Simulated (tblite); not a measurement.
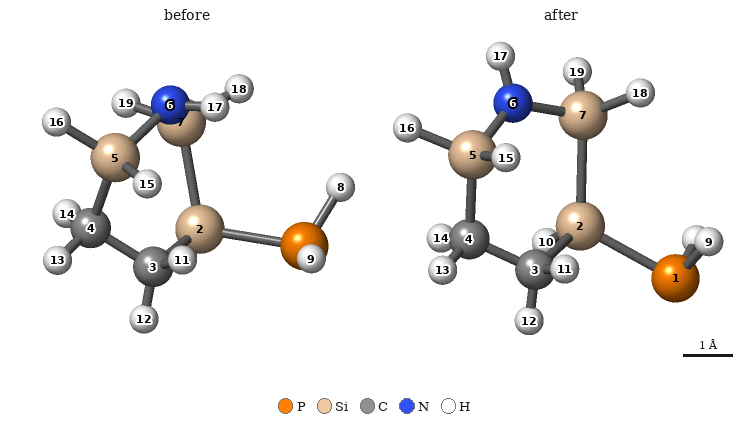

The structure of C2H12NPSi3 before (left) and after (right) a relaxation, at one scale.

Style: ball-and-stick. Shown at a tilt.

Theory: tblite 0.8.0, GFN2-xTB geometry optimisation, gas phase. 

### Describe what moved and what it gained.

After 170 geometry steps the energy has fallen by 133.2 kJ/mol. The atom that moves furthest after the best rigid fit is H17 (2.22 Å). By element the largest moves are H 2.22 Å, P 0.84 Å, Si 0.76 Å, N 0.73 Å, C 0.35 Å. Near-neighbour distances that change, for instance: P1–H8 1.465 → 1.380 Å, Si2–Si7 2.244 → 2.323 Å, Si2–C3 1.864 → 1.914 Å, N6–Si7 1.780 → 1.737 Å. Among the angles between lasting bonds that change: H8–P1–H9 109.1° → 92.1°, Si5–N6–Si7 114.2° → 130.2°, Si2–P1–H8 108.1° → 93.8°. Groups turn about Si2–Si7 by about 60°. The run took 3.5 s on 1 thread of Arm Neoverse N1, with other jobs on the host.
